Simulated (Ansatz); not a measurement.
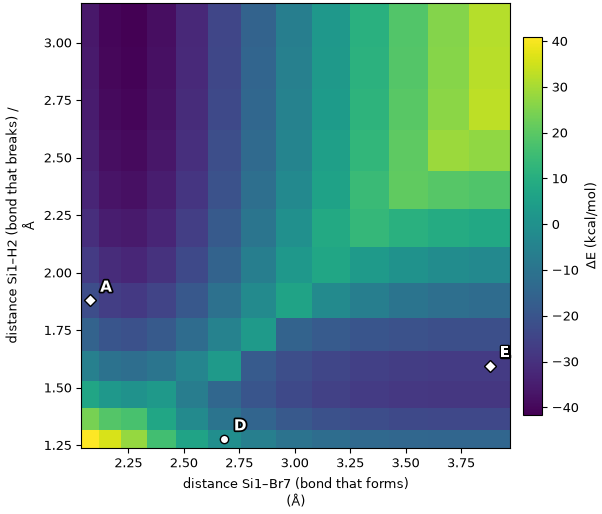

The reacting system BrH₅Si (fragments H₄Si + BrH where the first distance is long, BrH₃Si + H₂ where the second is long). Coordinates scanned: (1) distance Si1–Br7 (bond that forms); (2) distance Si1–H2 (bond that breaks). Relaxed at each point: all other coordinates. Grid: 13 × 13 points. Points are written as (first, second). All energies are given in kcal/mol relative to a guessed transition structure relaxed with its forming and breaking bonds held. Energies and slopes of some neighbouring points disagree (a jump in structure or state, or too coarse a mesh). The reference is spin-restricted, so regions where a bond is pulled apart into radicals lie too high. Theory: RKS PBE-D4/def2-SVP in Ansatz.

In the figure: one coloured cell a grid point, lettered points.

Is D the lowest point of the computed grid?

No. D lies 41 kcal/mol above the lowest grid point, which is at (2.271 Å, 3.078 Å).

Rank the lettered points by energy, lowest first.

E (−27 kcal/mol), A (−22 kcal/mol), D (−1.1 kcal/mol).
